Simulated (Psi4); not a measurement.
**CH2N2 (cyanamide): levels of theory compared**

We compute a comparison of 5 runs (HF/STO-3G, B3LYP/6-31G*, DSD-PBEP86/def2-TZVP, HSE06/def2-TZVP, MP3/def2-TZVP) of CH2N2 (cyanamide). 

The results are computed with Psi4 1.11.

## 1. Starting point

CH2N2: 5 atoms, total charge 0, spin state singlet. SMILES: `N#CN`. One bond was lengthened or shortened from a relaxed shape.

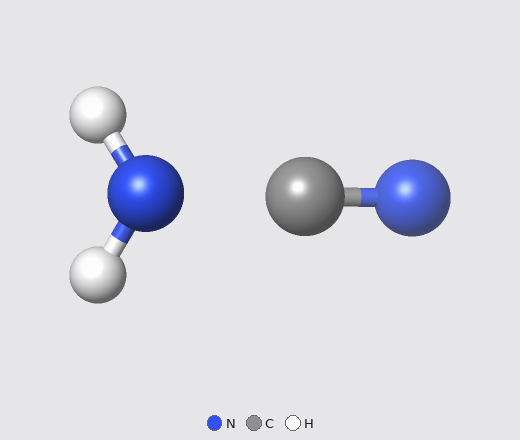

The structure, seen from a chosen angle (nitrogen blue, carbon grey, hydrogen white).

## 2. The energy at HF/STO-3G (run 1)

Input file ch2n2.dat:

```
memory 2200 mb

molecule geom {
  N      0.515226    -1.521827     1.650041
  C      0.284156    -0.775087     0.800881
  N     -0.007960     0.313840    -0.518670
  H     -0.900000     0.205110    -0.976640
  H      0.243420     1.275350    -0.346570
  units angstrom
  symmetry c1
  no_reorient
  no_com
}

set {
  puream        true
  e_convergence 1e-09
  d_convergence 1e-08
  scf_type      pk
}

energy_value, wavefunction = energy("scf/STO-3G", return_wfn=True)
oeprop(wavefunction, "WIBERG_LOWDIN_INDICES", "MULLIKEN_CHARGES", "MAYER_INDICES")
```

Started as:

```
$ psi4 -n 1 ch2n2.dat ch2n2.out
```

ch2n2.out:

```text
[...]
  Running in c1 symmetry.
[...]
  Nuclear repulsion =   53.547370519131967
[...]
  Multiplicity = 1
[...]
  Nalpha       = 11
  Nbeta        = 11
[...]
    Number of basis functions: 17
[...]
   @RHF iter   1:  -145.78896362866169   -1.97668e+00   2.74713e-02 ADIIS/DIIS
[...]
   @RHF iter  12:  -145.92252806916935   -4.88853e-12   4.61806e-09 DIIS
[...]
  @RHF Final Energy:  -145.92252806916935
   => Energetics <=
    Nuclear Repulsion Energy =             53.5473705191319667
    One-Electron Energy =                -304.7596629620881004
    Two-Electron Energy =                 105.2897643737868094
    Total Energy =                       -145.9225280691693456
[...]
 Multipole Moments:
 ------------------------------------------------------------------------------------
     Multipole            Electronic (a.u.)      Nuclear  (a.u.)        Total (a.u.)
 ------------------------------------------------------------------------------------
 L = 1.  Multiply by 2.5417464519 to convert [e a0] to [Debye]
 Dipole X            :         -9.3127807            8.6912624           -0.6215183
 Dipole Y            :         23.0443940          -21.9699011            1.0744928
 Dipole Z            :        -22.2433162           21.5460393           -0.6972769
 Magnitude           :                                                    1.4237327
[...]
  Mulliken Charges: (a.u.)
   Center  Symbol    Alpha    Beta     Spin     Total
       1     N     3.60087  3.60087  0.00000 -0.20174
       2     C     2.94398  2.94398  0.00000  0.11203
       3     N     3.66753  3.66753  0.00000 -0.33506
       4     H     0.39381  0.39381  0.00000  0.21239
       5     H     0.39381  0.39381  0.00000  0.21238
   Total alpha = 11.00000, Total beta = 11.00000, Total charge = -0.00000
  Mayer Bond Indices:
[...]
```

Wall time 2.2 s (1 thread of Intel Xeon Platinum 8259CL at 2.50GHz (Skylake/Cascade Lake), shared host); peak memory 0.18 GiB.

## 3. The energy at B3LYP/6-31G(d) (spherical functions) (run 2)

Input file calc.inp:

```
memory 2200 MB

molecule mol {
  0 1
  N      0.515226    -1.521827     1.650041
  C      0.284156    -0.775087     0.800881
  N     -0.007960     0.313840    -0.518670
  H     -0.900000     0.205110    -0.976640
  H      0.243420     1.275350    -0.346570
  symmetry c1
  no_reorient
  no_com
}

set basis 6-31G*
set reference rks
set puream true
set e_convergence 1e-09
set d_convergence 1e-08
set scf_type pk
set dft_radial_points 99
set dft_spherical_points 590

e, wfn = energy("b3lyp", return_wfn=True)
oeprop(wfn, "MULLIKEN_CHARGES", "QUADRUPOLE", "MAYER_INDICES", title="B3LYP")
print_variables()
```

Started as:

```
$ psi4 -i calc.inp -o calc.out -n 1
```

calc.out:

```text
[...]
  Running in c1 symmetry.
[...]
  Nuclear repulsion =   53.547370519131967
[...]
  Multiplicity = 1
[...]
  Nalpha       = 11
  Nbeta        = 11
[...]
    Number of basis functions: 46
[...]
   @RKS iter   1:  -148.47100657619478   -5.51928e-01   1.59426e-02 ADIIS/DIIS
[...]
   @RKS iter  11:  -148.70769823345245   -3.97904e-13   5.24268e-09 DIIS
[...]
  @RKS Final Energy:  -148.70769823345245
   => Energetics <=
    Nuclear Repulsion Energy =             53.5473705191319667
    One-Electron Energy =                -306.4646873877636608
    Two-Electron Energy =                 120.2304057254647347
    DFT Exchange-Correlation Energy =     -16.0207870902854985
    Empirical Dispersion Energy =           0.0000000000000000
    VV10 Nonlocal Energy =                  0.0000000000000000
    Total Energy =                       -148.7076982334524757
[...]
 Multipole Moments:
 ------------------------------------------------------------------------------------
     Multipole            Electronic (a.u.)      Nuclear  (a.u.)        Total (a.u.)
 ------------------------------------------------------------------------------------
 L = 1.  Multiply by 2.5417464519 to convert [e a0] to [Debye]
 Dipole X            :         -9.3270338            8.6912624           -0.6357714
 Dipole Y            :         23.1483953          -21.9699011            1.1784942
 Dipole Z            :        -22.3941056           21.5460393           -0.8480663
 Magnitude           :                                                    1.5850143
 L = 2.  Multiply by 1.3450342976 to convert [e a0^2] to [Debye ang]
 Quadrupole XX       :        -24.0317959           11.4715795          -12.5602164
 Quadrupole XY       :         25.0792873          -23.9322340            1.1470534
[...]
```

Wall time 8.1 s (1 thread of Intel Xeon Platinum 8259CL at 2.50GHz (Skylake/Cascade Lake), shared host); peak memory 0.56 GiB.

## 4. A single-point energy at DSD-PBEP86/def2-TZVP (density fitting for correlation) (run 3)

Input file job.in:

```
memory 2200 mb

molecule molecule1 {
  0 1
  N      0.515226    -1.521827     1.650041
  C      0.284156    -0.775087     0.800881
  N     -0.007960     0.313840    -0.518670
  H     -0.900000     0.205110    -0.976640
  H      0.243420     1.275350    -0.346570
  units angstrom
  symmetry c1
}

set {
  basis                def2-TZVP
  puream               true
  e_convergence        1e-09
  d_convergence        1e-08
  scf_type             pk
  dft_radial_points    99
  dft_spherical_points 590
  num_frozen_docc      3
}

result, w = energy('dsd-pbep86', return_wfn=True)
```

Started as:

```
$ psi4 -n 1 job.in job.out
```

job.out:

```text
[...]
  Running in c1 symmetry.
[...]
  Nuclear repulsion =   53.547370519131960
[...]
  Multiplicity = 1
[...]
  Nalpha       = 11
  Nbeta        = 11
[...]
    Number of basis functions: 105
[...]
   @RKS iter   1:  -148.08219205725320   -1.03964e+00   5.58449e-03 DIIS/ADIIS
[...]
   @RKS iter  12:  -148.22967232441766   -6.16751e-12   4.02500e-09 DIIS
[...]
  @RKS Final Energy:  -148.22967232441766
   => Energetics <=
    Nuclear Repulsion Energy =             53.5473705191319596
    One-Electron Energy =                -306.1684024591664866
    Two-Electron Energy =                 110.0202021921280675
    DFT Exchange-Correlation Energy =      -5.6288425765112144
    Empirical Dispersion Energy =           0.0000000000000000
    VV10 Nonlocal Energy =                  0.0000000000000000
    Total Energy =                       -148.2296723244176633
[...]
 Multipole Moments:
 ------------------------------------------------------------------------------------
     Multipole            Electronic (a.u.)      Nuclear  (a.u.)        Total (a.u.)
 ------------------------------------------------------------------------------------
 L = 1.  Multiply by 2.5417464519 to convert [e a0] to [Debye]
 Dipole X            :          0.4179706           -1.0551891           -0.6372185
 Dipole Y            :         -1.2355709            2.4911420            1.2555711
 Dipole Z            :          1.3402312           -2.3165986           -0.9763674
 Magnitude           :                                                    1.7134175
[...]
```

Run time: 17 s. Hardware: 1 thread of Intel Xeon Platinum 8259CL at 2.50GHz (Skylake/Cascade Lake), shared host; peak memory 0.81 GiB.

Run 4 isn't shown in full; the table further down has it.

## 5. The energy at MP3/def2-TZVP (run 5)

Input file ch2n2.xyz:

```xyz
5
CH2N2
N      0.515226    -1.521827     1.650041
C      0.284156    -0.775087     0.800881
N     -0.007960     0.313840    -0.518670
H     -0.900000     0.205110    -0.976640
H      0.243420     1.275350    -0.346570
```

Input file ch2n2_ase.py:

```python
import numpy as np
from ase.calculators.psi4 import Psi4
from ase.io import read

mol = read('ch2n2.xyz')
calc = Psi4(atoms=mol, method='mp3', basis='def2-TZVP', memory='2200MB', num_threads=1, charge=0, multiplicity=1, label='ch2n2')
calc.psi4.set_options({'puream': True, 'e_convergence': 1e-09, 'd_convergence': 1e-08, 'scf_type': 'pk', 'num_frozen_docc': 3, 'mp_type': 'conv'})
mol.calc = calc

print(f'energy: {mol.get_potential_energy():.6f} eV')
```

Started as:

```
$ python ch2n2_ase.py
```

ch2n2.dat:

```text
[...]
  Running in c1 symmetry.
[...]
  Nuclear repulsion =   53.547370519131960
[...]
  Multiplicity = 1
[...]
  Nalpha       = 11
  Nbeta        = 11
[...]
    Number of basis functions: 105
[...]
   @RHF iter   1:  -147.76365260340057   -1.23897e+00   4.95841e-03 ADIIS/DIIS
[...]
   @RHF iter  14:  -147.89305798943877   -3.41061e-12   4.08683e-09 DIIS
[...]
  @RHF Final Energy:  -147.89305798943877
   => Energetics <=
    Nuclear Repulsion Energy =             53.5473705191319596
    One-Electron Energy =                -306.0388442036583569
    Two-Electron Energy =                 104.5984156950876383
    Total Energy =                       -147.8930579894387733
[...]
 Multipole Moments:
 ------------------------------------------------------------------------------------
     Multipole            Electronic (a.u.)      Nuclear  (a.u.)        Total (a.u.)
 ------------------------------------------------------------------------------------
 L = 1.  Multiply by 2.5417464519 to convert [e a0] to [Debye]
 Dipole X            :          0.4015813           -1.0551891           -0.6536078
 Dipole Y            :         -1.1926506            2.4911420            1.2984914
 Dipole Z            :          1.2970668           -2.3165986           -1.0195318
 Magnitude           :                                                    1.7755924
[...]
	SCS-MP2 Total Energy (a.u.)        :  -148.43495548084158
	SOS-MP2 Total Energy (a.u.)        :  -148.43097406636716
[...]
	SOS-PI-MP2 Total Energy (a.u.)     :  -148.47235222613088
[...]
	MP2 Total Energy (a.u.)            :  -148.44291830979040
[...]
	SCS-MP3 Total Energy (a.u.)        :  -148.43577128510140
[...]
	MP3 Total Energy (a.u.)            :  -148.44618152682966
[...]
```

On the terminal:

```text
energy: -4039.426349 eV
```

Run time: 16 s. Hardware: 1 thread of Intel Xeon Platinum 8259CL at 2.50GHz (Skylake/Cascade Lake), shared host; peak memory 1.4 GiB.

## 6. All runs side by side

```csv
run,level,integration grid,frozen core orbitals,energy (Eh),dipole moment (D),HOMO energy (eV),LUMO energy (eV),wall time
1,HF/STO-3G,–,0,-145.922528,3.62,-10.03,7.63,2.2 s
2,B3LYP/6-31G* (spherical functions),99 radial × 590 angular,0,-148.707698,4.03,-7.86,-1.35,8.1 s
3,DSD-PBEP86/def2-TZVP (density fitting for correlation),99 radial × 590 angular,3,-148.523182,–,-11.03,0.78,17 s
4,HSE06/def2-TZVP,99 radial × 590 angular,0,-148.611805,4.09,-8.15,-1.94,56 s
5,MP3/def2-TZVP,–,3,-148.446182,–,-12.29,2.07,16 s
```

## 7. Summary of results

| quantity | value |
| --- | --- |
| run 5: total energy | -148.44618 Eh |
| run 5: HOMO energy (Hartree–Fock orbitals) | -12.29 eV |
| run 5: LUMO energy (Hartree–Fock orbitals) | 2.07 eV |
| run 5: HOMO–LUMO gap (Hartree–Fock orbitals) | 14.36 eV |
| run 5: correlation energy (3 core orbitals frozen) | -553.1 mEh |

Over runs 1, 2, 4 the dipole moment (its size) runs from 3.62 D (HF/STO-3G) to 4.09 D (HSE06/def2-TZVP). The two ends differ in method and basis. Over runs 1, 2, 3, 4 the HOMO–LUMO gap runs from 6.21 eV (HSE06/def2-TZVP) to 17.66 eV (HF/STO-3G). Totals of different functionals can't be ranked against each other. In run 1 the basis is minimal, so the values are rough. All runs together took 99 s, the longest 56 s.
